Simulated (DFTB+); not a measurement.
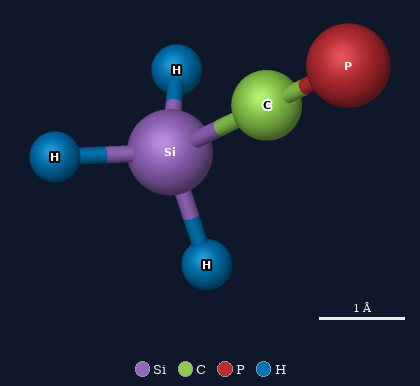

Figure 1. The input geometry (ball-and-stick view, seen at a tilt).

**Single-point calculation of CH$_{3}$PSi**

System: CH$_{3}$PSi.
Method: GFN2-xTB, R-SCC, dispersion built in (DFTB+ 25.1).

The geometry comes from this level: GFN2-xTB.

### The input (dftb_in.hsd)
```
Geometry = GenFormat {
  <<< "geo.gen"
}

Hamiltonian = xTB {
  Method = "GFN2-xTB"
  SCCTolerance = 1e-07
}

Options = {
  WriteResultsTag = Yes
}

ParserOptions = {
  ParserVersion = 14
}
```

### File geo.gen
```
6 C
Si C P H
   1  1     -0.390150      0.455330     -0.249090
   2  2      0.719980     -0.840150      0.459520
   3  3      1.658490     -1.935110      1.057730
   4  4     -1.575110     -0.211890     -0.794360
   5  4      0.346350      1.156750     -1.303760
   6  4     -0.759570      1.375070      0.829960
```

Launch command:
```bash
dftb+ > run.log
```

### The program's output
```
|  DFTB+ development version (commit: a23bfb2)

Reading input file 'dftb_in.hsd'
Parser version: 14

--------------------------------------------------------------------------------

Processed input in HSD format written to 'dftb_pin.hsd'

Starting initialization...
--------------------------------------------------------------------------------
OpenMP threads:              1
Chosen random seed:          242565338
Current stacksize:           unlimited
Mode:                        Static calculation
Self consistent charges:     Yes
SCC-tolerance:                 0.100000E-06
Max. scc iterations:                    100
Shell resolved Hubbard:      Yes
Spin polarisation:           No
Nr. of up electrons:             8.000000
Nr. of down electrons:           8.000000
Periodic boundaries:         No
Electronic solver:           Relatively robust
Mixer:                       Broyden mixer
Mixing parameter:                  0.200000
Nr. of chrg. vec. in memory:            100
Max. SCC-cycles:                        100
tblite library version:      0.3.0
-> parametrization:          GFN2-xTB
-> repulsion:                Yes
-> dispersion:               Yes
-> halogen bonding:          No
-> electrostatics:           Yes
   -> isotropic:             Yes
   -> anisotropic:           Yes
   -> third-order:           Yes
Electronic temperature:              0.950045E-03 H      0.258520E-01 eV
Initial charges:             Set automatically (system chrg:   0.000E+00)
Included shells:            Si:  s, p, d
                             C:  s, p
                             P:  s, p, d
                             H:  s
Extra options:
                             Mulliken analysis

--------------------------------------------------------------------------------

***  Geometry step: 0

 iSCC Total electronic   Diff electronic      SCC error
    1   -0.78625269E+01    0.00000000E+00    0.11217101E+01
    2   -0.79366992E+01   -0.78625269E+01    0.63980263E+00
    3   -0.79507913E+01   -0.74172236E-01    0.34557802E+00
    4   -0.79491111E+01   -0.14092109E-01    0.17145818E+00
    5   -0.79482298E+01    0.16801941E-02    0.65346811E-01
    6   -0.79486047E+01    0.88123487E-03    0.41658905E-01
    7   -0.79488678E+01   -0.37484416E-03    0.16299861E-01
    8   -0.79488634E+01   -0.26312433E-03    0.97732167E-02
    9   -0.79488976E+01    0.44477566E-05    0.55393754E-02
   10   -0.79489116E+01   -0.34245256E-04    0.20435379E-02
   11   -0.79489408E+01   -0.13966912E-04    0.24388642E-02
   12   -0.79489366E+01   -0.29237028E-04    0.94103731E-03
   13   -0.79489350E+01    0.41769665E-05    0.26463228E-03
   14   -0.79489349E+01    0.16047033E-05    0.93973851E-04
   15   -0.79489350E+01    0.15335817E-06    0.38196844E-04
   16   -0.79489350E+01   -0.13035197E-06    0.23026839E-05
   17   -0.79489350E+01    0.39076311E-07    0.13529744E-05
   18   -0.79489350E+01   -0.18295543E-08    0.22417194E-07

Total Energy:                       -7.8416913537 H         -213.3833 eV
Extrapolated to 0K:                 -7.8416913537 H         -213.3833 eV
Total Mermin free energy:           -7.8416913537 H         -213.3833 eV
Force related energy:               -7.8416913537 H         -213.3833 eV

--------------------------------------------------------------------------------
--------------------------------------------------------------------------------
SCC                                    +       0.01 ( 89.4%)       0.13 ( 99.2%)
--------------------------------------------------------------------------------
Missing                                +       0.00 ( 10.6%)       0.00 (  0.8%)
Total                                  =       0.01 (100.0%)       0.13 (100.0%)
--------------------------------------------------------------------------------
```

### File detailed.out
```
Fermi distribution function

Calculation with static geometry

********************************************************************************
 iSCC Total electronic   Diff electronic      SCC error
   18   -0.79489350E+01   -0.18295543E-08    0.22417194E-07
********************************************************************************

 Total charge:    -0.00000000

 Atomic gross charges (e)
 Atom           Charge
    1       0.44289208
    2      -0.14733762
    3       0.04468197
    4      -0.11340785
    5      -0.11338607
    6      -0.11344250

Nr. of electrons (up):     16.00000000
Atom populations (up)
 Atom       Population
    1       3.55710792
    2       4.14733762
    3       4.95531803
    4       1.11340785
    5       1.11338607
    6       1.11344250

l-shell populations (up)
 Atom Sh.   l       Population
    1   1   0       1.37297169
    1   2   1       1.91177483
    1   3   2       0.27236141
    2   1   0       1.25930358
    2   2   1       2.88803404
    3   1   0       1.85136949
    3   2   1       3.09389528
    3   3   2       0.01005326
    4   1   0       1.11340785
    5   1   0       1.11338607
    6   1   0       1.11344250

Orbital populations (up)
 Atom Sh.   l   m       Population  Label
    1   1   0   0       1.37297169  s
    1   2   1  -1       0.63131765  p_y
    1   2   1   0       0.64424749  p_z
    1   2   1   1       0.63620969  p_x
    1   3   2  -2       0.02526876  d_xy
    1   3   2  -1       0.05915758  d_yz
    1   3   2   0       0.08449249  d_z2
    1   3   2   1       0.03705069  d_xz
    1   3   2   2       0.06639190  d_x2-y2
    2   1   0   0       1.25930358  s
    2   2   1  -1       0.95982421  p_y
    2   2   1   0       0.96603180  p_z
    2   2   1   1       0.96217804  p_x
    3   1   0   0       1.85136949  s
    3   2   1  -1       1.04944622  p_y
    3   2   1   0       1.01000245  p_z
    3   2   1   1       1.03444660  p_x
    3   3   2  -2       0.00103233  d_xy
    3   3   2  -1       0.00156857  d_yz
    3   3   2   0       0.00208328  d_z2
    3   3   2   1       0.00106641  d_xz
    3   3   2   2       0.00430267  d_x2-y2
    4   1   0   0       1.11340785  s
    5   1   0   0       1.11338607  s
    6   1   0   0       1.11344250  s

Fermi level:                        -0.3275885478 H           -8.9141 eV
Band energy:                        -7.8255595042 H         -212.9443 eV
TS:                                  0.0000000000 H            0.0000 eV
Band free energy (E-TS):            -7.8255595042 H         -212.9443 eV
Extrapolated E(0K):                 -7.8255595042 H         -212.9443 eV
Input / Output electrons (q):     16.0000000000     16.0000000000

Energy H0:                          -7.9651308182 H         -216.7422 eV
Energy SCC:                          0.0161958531 H            0.4407 eV
Total Electronic energy:            -7.9489349650 H         -216.3015 eV
Repulsive energy:                    0.1110209101 H            3.0210 eV
Total energy:                       -7.8416913537 H         -213.3833 eV
Extrapolated to 0:                  -7.8416913537 H         -213.3833 eV
Total Mermin free energy:           -7.8416913537 H         -213.3833 eV
Force related energy:               -7.8416913537 H         -213.3833 eV

Non-constrained calculation

SCC converged

Dipole moment:   -0.24591411    0.28727940   -0.15775298 au
Dipole moment:   -0.62505136    0.73019146   -0.40096810 Debye
```

### File band.out
```
 KPT            1  SPIN            1  KWEIGHT    1.0000000000000000
     1    -19.3920  2.00000
     2    -17.5950  2.00000
     3    -13.4704  2.00000
     4    -11.7038  2.00000
     5    -11.7031  2.00000
     6    -11.2271  2.00000
     7    -10.6904  2.00000
     8    -10.6903  2.00000
     9     -7.1380  0.00000
    10     -7.1379  0.00000
    11     -4.9811  0.00000
    12     -4.2479  0.00000
    13     -4.2461  0.00000
    14     -2.1288  0.00000
    15     -1.7128  0.00000
    16     -1.7122  0.00000
    17      0.0963  0.00000
    18      0.0963  0.00000
    19      4.5509  0.00000
    20      4.5512  0.00000
    21      9.7448  0.00000
    22     17.8377  0.00000
    23     18.3427  0.00000
    24     18.3482  0.00000
    25     32.1679  0.00000
```

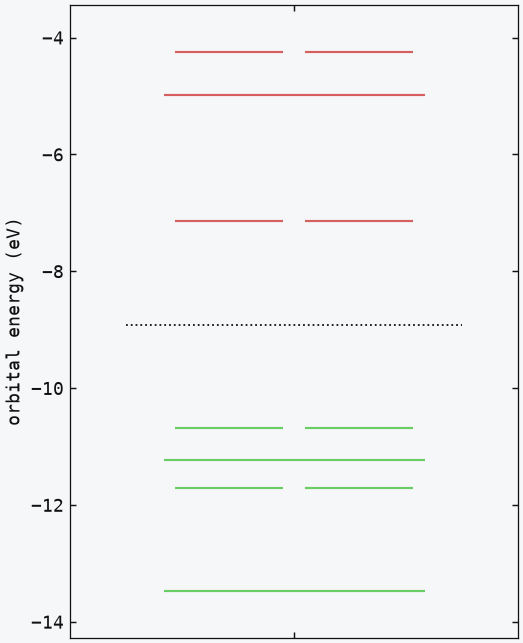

Figure 2. Orbital energies near the frontier; the dotted line parts filled from empty levels, and levels within 0.02 eV of each other stand side by side. Highest filled −10.69 eV, lowest empty −7.14 eV, 3.55 eV apart.

### Results in brief

- outcome: converged
- Mermin free energy: −7.841691 hartree
- basis functions: 25
- HOMO: −10.69 eV
- LUMO: −7.14 eV
- dipole moment: 1.04 D
- hardware: 1 thread of AMD EPYC (Zen 3), 32 GiB of memory available, shared host
- peak memory: 0.071 GiB

Settings chosen away from the usual ones: scf_conv.
